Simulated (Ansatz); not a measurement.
Three curves of one kind of scan: energy against volume (even scaling of the relaxed cell, symmetry kept). Calculation: PBE (plane waves to 420 eV, PAW, scalar-relativistic; Ansatz, a program for electronic structure). Each is measured from its own zero (the relaxed starting cell). 

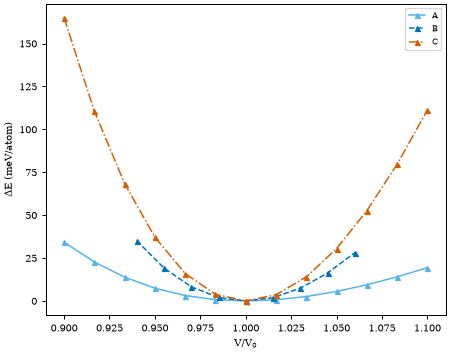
*Curves A, B and C.*

Task: Which curve belongs to the crystal with a fitted bulk modulus at fixed cell shape of 312 GPa and a relaxed volume of 13.77 Å³/atom?

Result: Curve C, Ru (hcp, Mg type): near the minimum ΔE ≈ ½·B₀·V₀·(V/V₀ − 1)², with B₀·V₀ = 27 eV/atom.

All were relaxed with their symmetry unable to fall. MoSi2 is run without spin polarisation. Ru is run without spin polarisation. Spin-orbit coupling is left out. The PAW data are Ansatz's earlier set.

(A scan under strain: stresses follow from slopes of the energy per volume, elastic moduli from its curvatures.)
